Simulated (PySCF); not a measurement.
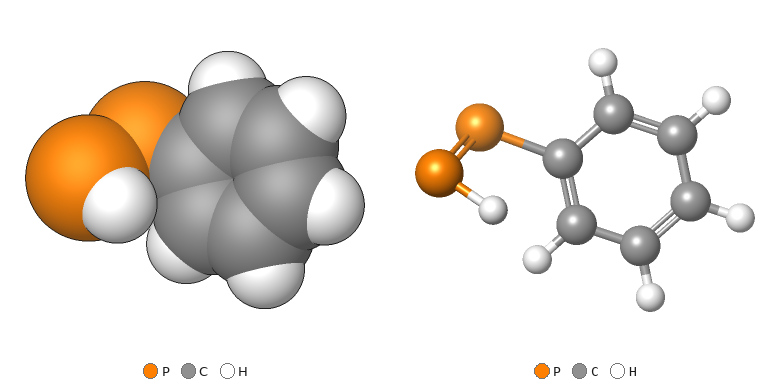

Two views of one molecule.

The computed structure is the end point of a GFN2-xTB optimisation. No frequency run is at hand to confirm it as a minimum.

Which formula does it have?

Answer. C₆H₆P₂, 14 atoms: 6 carbon, 6 hydrogen and 2 phosphorus.

Count the bonded pairs by element.

Answer. 6 C–C, 5 C–H, 1 P–H, 1 P–P, 1 C–P.

The parts below concern this one geometry. Atoms keep their numbers from picture to picture.

## Shape

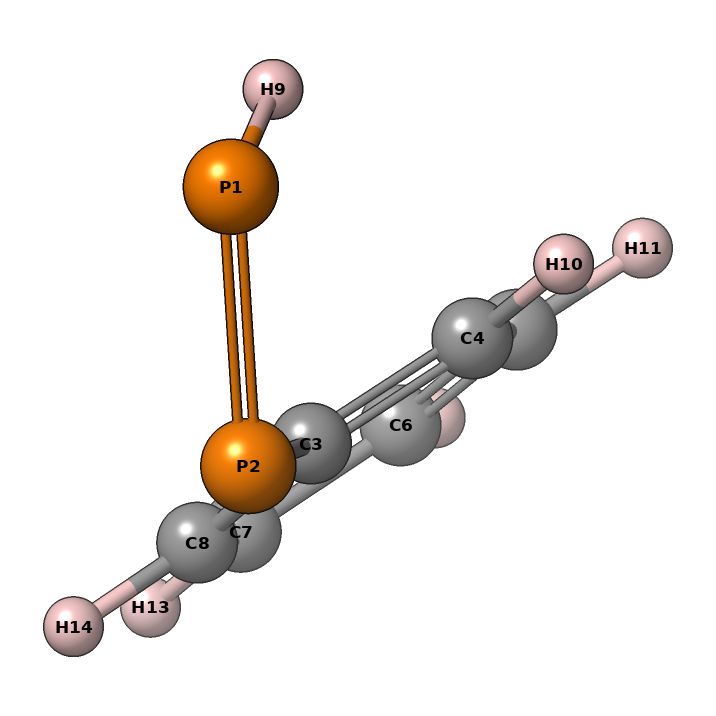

C3 lies behind P2. The molecule seen a little off the P2–C3 bond, P2 in front. Atoms fade into the background with distance from the viewer. No frequency run is at hand to confirm it as a minimum.

What is the torsion angle P1–P2–C3–C4? The sign is positive where the front bond must turn clockwise to cover the back bond.

Answer. 55°, synclinal (gauche).

## Dipole moment

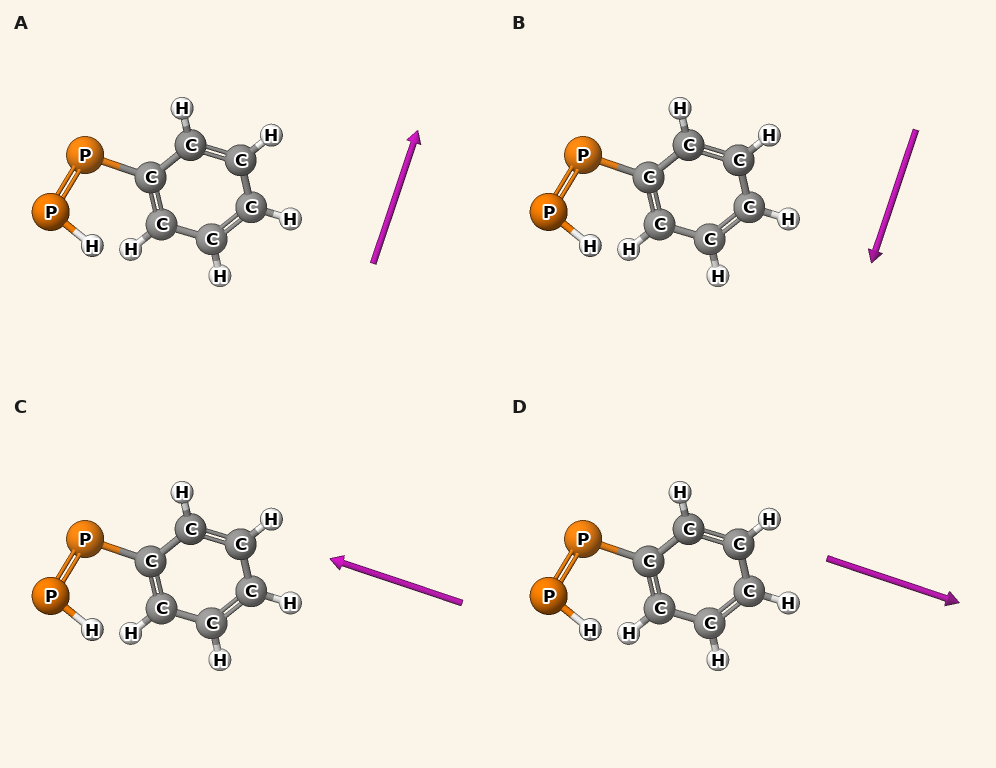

The same molecule four times, each with an arrow. No frequency run is at hand to confirm it as a minimum. Method: CAM-B3LYP/def2-SVPD, gas phase (PySCF 2.14.0).

Which arrow points along the dipole moment, from the negative to the positive end?

Answer. D. The dipole moment is 2.27 D.

## Polarisability

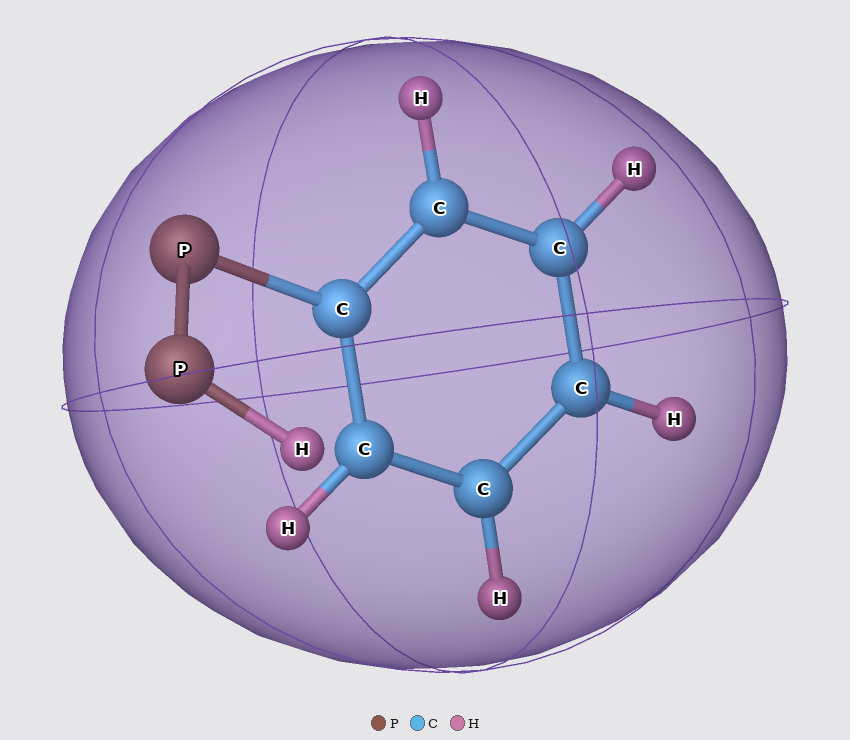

The ellipsoid shows the static dipole polarisability: its half-axes are proportional to the principal values. No frequency run is at hand to confirm it as a minimum. Level of theory: CAM-B3LYP/def2-SVPD (PySCF 2.14.0).

Give the principal values, the mean and the anisotropy.

Answer. Principal values 83.5, 114.5, 165.9 bohr³; mean 121.3 bohr³ (17.97 Å³); anisotropy 72.1 bohr³, so the longest axis is 1.99 times the shortest.

## Excitation

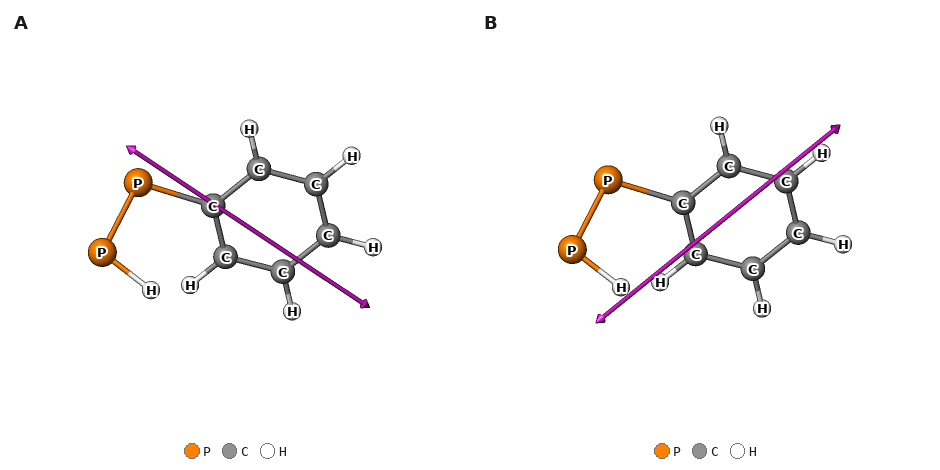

The double arrows show the directions of two transition dipoles from the ground state (lengths mean nothing). No frequency run is at hand to confirm it as a minimum. Level of theory: TDDFT CAM-B3LYP/def2-SVPD, vertical, gas phase, core orbitals frozen in the response (PySCF 2.14.0).

One belongs to singlet state 3 and one to singlet state 6. Which is which?

Answer. A: state 6, 5.47 eV (227 nm), oscillator strength 0.021, of mixed character, with the largest part HOMO → LUMO+1 (weight 0.45).
B: state 3, 4.29 eV (289 nm), oscillator strength 0.14, mainly HOMO−1 → LUMO (weight 0.55).

The geometry is semi-empirical. Around P such bond lengths and angles can be off by a tenth of an ångström or more and by several degrees, and values that hang on the shape move with them.
